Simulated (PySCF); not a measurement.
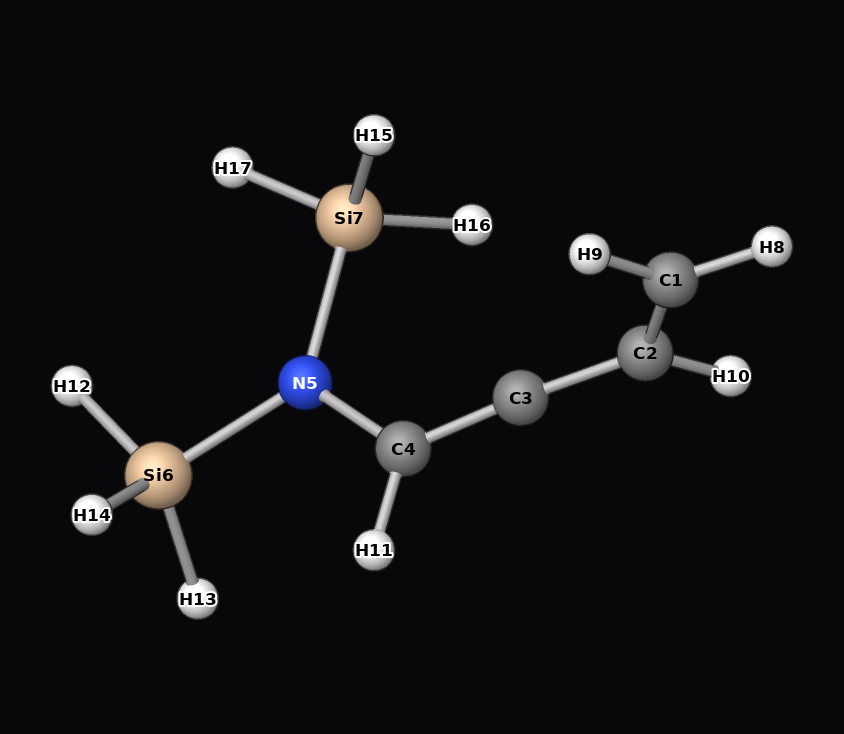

The questions are on Mulliken spin populations. State: neutral, doublet. Computed geometry: GFN2-xTB optimisation. No frequency run is at hand to confirm it as a minimum. Properties computed with UKS B3LYP, pcH-1 on C H N Si, non-relativistic (PySCF 2.14.0).

List the Mulliken spin populations.

```
atom  value (e)
  C1       0.69
  C2      −0.25
  C3       0.63
  C4      −0.09
  N5       0.02
 Si6       0.01
 Si7       0.01
  H8      −0.03
  H9      −0.03
 H10       0.01
 H11       0.04
 H12       0.00
 H13       0.00
 H14       0.00
 H15       0.00
 H16       0.00
 H17       0.00
```

Mulliken values depend strongly on the basis set. The geometry is semi-empirical. Around Si such bond lengths and angles can be off by a tenth of an ångström or more and by several degrees, and values that hang on the shape move with them.
